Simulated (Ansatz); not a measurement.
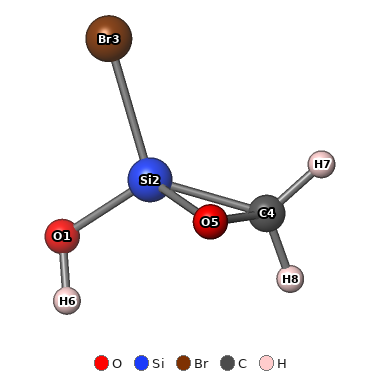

The system is CH3BrO2Si, SMILES O[Si]1(Br)CO1; the picture shows the reference structure. First axis: bond length O1–Si2. Second axis: dihedral H6–O1–Si2–C4. Nothing is relaxed (all other coordinates rigid). Grid: 15 × 15 points. Energies: kJ/mol, counted from the relaxed molecule at the same level. Computed with Ansatz, RKS PBE-D4/def2-SVP.

Its coordinates:

```yaml
atoms:
  - { symbol: O, position_ang: [-1.8528, 0.4778, -0.4529] }
  - { symbol: Si, position_ang: [-0.3120, 0.5120, 0.1625] }
  - { symbol: Br, position_ang: [-0.0156, 2.5460, 0.9560] }
  - { symbol: C, position_ang: [1.0787, -0.5982, -0.2140] }
  - { symbol: O, position_ang: [0.2442, -0.8052, 1.0432] }
  - { symbol: H, position_ang: [-2.1830, -0.4209, -0.6393] }
  - { symbol: H, position_ang: [2.1274, -0.3185, 0.0075] }
  - { symbol: H, position_ang: [1.0054, -1.4501, -0.9188] }
```

Range: bond length O1–Si2 from 1.460 to 2.074 Å; dihedral H6–O1–Si2–C4 from −180 to 156°.

### What will the energy surface look like?

The lowest grid point is at bond length O1–Si2 = 1.680 Å, dihedral H6–O1–Si2–C4 = 36°, 0.6 kJ/mol from the relaxed molecule at the same level. There is a further well near bond length O1–Si2 = 1.680 Å, dihedral H6–O1–Si2–C4 = −156° (1.7 kJ/mol above the lowest at that grid point). The highest grid point, bond length O1–Si2 = 2.074 Å, dihedral H6–O1–Si2–C4 = −60°, lies 137 kJ/mol above the lowest. On the interpolated surface the easiest way out of the lowest well to the well at about bond length O1–Si2 = 1.66 Å, dihedral H6–O1–Si2–C4 = −155° passes a barrier of about 7.6 kJ/mol, counted from the interpolated bottom of the well. Round the minimum the two coordinates are nearly uncoupled.

| dihedral H6–O1–Si2–C4 ↓, bond length O1–Si2 → | 1.460 | 1.504 | 1.548 | 1.592 | 1.636 | 1.680 | 1.724 | 1.767 | 1.811 | 1.855 | 1.899 | 1.943 | 1.987 | 2.031 | 2.074 |
| --- | --- | --- | --- | --- | --- | --- | --- | --- | --- | --- | --- | --- | --- | --- | --- |
| 156 | 93 | 54 | 29 | 13 | 6 | 6 | 11 | 20 | 32 | 47 | 63 | 81 | 99 | 118 | 137 |
| 132 | 96 | 57 | 31 | 15 | 8 | 8 | 13 | 21 | 33 | 48 | 64 | 81 | 100 | 118 | 137 |
| 108 | 96 | 57 | 31 | 15 | 8 | 8 | 12 | 21 | 33 | 47 | 63 | 80 | 99 | 118 | 136 |
| 84 | 94 | 55 | 29 | 13 | 6 | 5 | 10 | 19 | 30 | 45 | 61 | 78 | 97 | 116 | 134 |
| 60 | 90 | 51 | 25 | 10 | 3 | 2 | 7 | 16 | 28 | 42 | 59 | 76 | 95 | 114 | 133 |
| 36 | 88 | 49 | 23 | 8 | 1 | 1 | 6 | 14 | 27 | 41 | 58 | 75 | 94 | 113 | 132 |
| 12 | 89 | 50 | 24 | 9 | 2 | 2 | 7 | 16 | 28 | 42 | 59 | 76 | 95 | 114 | 133 |
| −12 | 93 | 54 | 28 | 13 | 5 | 5 | 10 | 18 | 30 | 45 | 61 | 79 | 97 | 116 | 135 |
| −36 | 98 | 59 | 32 | 17 | 9 | 8 | 13 | 21 | 33 | 48 | 64 | 81 | 99 | 118 | 137 |
| −60 | 100 | 60 | 34 | 18 | 11 | 10 | 15 | 23 | 35 | 49 | 65 | 82 | 100 | 119 | 138 |
| −84 | 98 | 59 | 33 | 17 | 10 | 9 | 14 | 22 | 34 | 48 | 64 | 82 | 100 | 119 | 137 |
| −108 | 94 | 55 | 29 | 13 | 6 | 6 | 11 | 20 | 32 | 46 | 63 | 80 | 99 | 118 | 136 |
| −132 | 90 | 51 | 25 | 10 | 3 | 3 | 8 | 17 | 30 | 44 | 61 | 79 | 97 | 117 | 136 |
| −156 | 88 | 50 | 24 | 9 | 2 | 2 | 8 | 17 | 29 | 44 | 60 | 78 | 97 | 116 | 135 |
| −180 | 90 | 51 | 26 | 10 | 4 | 4 | 9 | 18 | 30 | 45 | 61 | 79 | 98 | 117 | 136 |

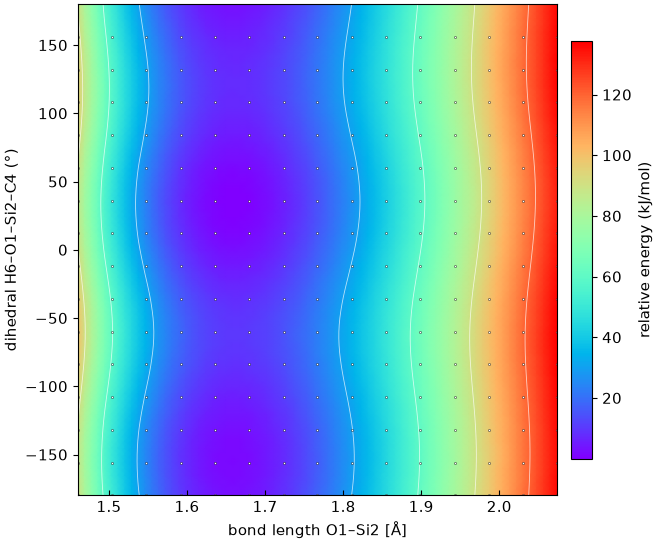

In the figure: a smooth colour map with a few white contour lines, dots at the grid points. Between grid points the surface is interpolated.

Time for the 225 points that were run: 23 min on 1 thread of Arm Neoverse N1 (shared host).
